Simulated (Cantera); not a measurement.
Input: 1 mol Pb, 0.16 mol O₂, a varied amount of H₂, held at 1150 °C and 1.70 mbar.

Equilibrium computed with Cantera from the NASA thermochemical tables; the gas is ideal and each condensed phase is pure. Candidate condensed phases: H₂O, Pb, PbO, PbO₂, Pb₃O₄; 12 gas species. Equilibrium is a limit: real reactors are often held back by kinetics, nucleation or transport.

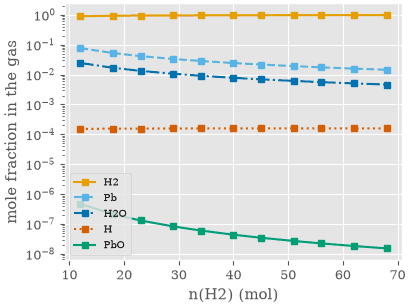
Fig. 1. Equilibrium gas composition (values under 1e-9 drawn at 1e-9)

Problem. Read off the mole fractions at 62 mol H₂.

Solution. H₂ about 0.98, Pb about 0.016, H₂O about 0.0051, H about 0.00016, PbO about 1.8e-8.
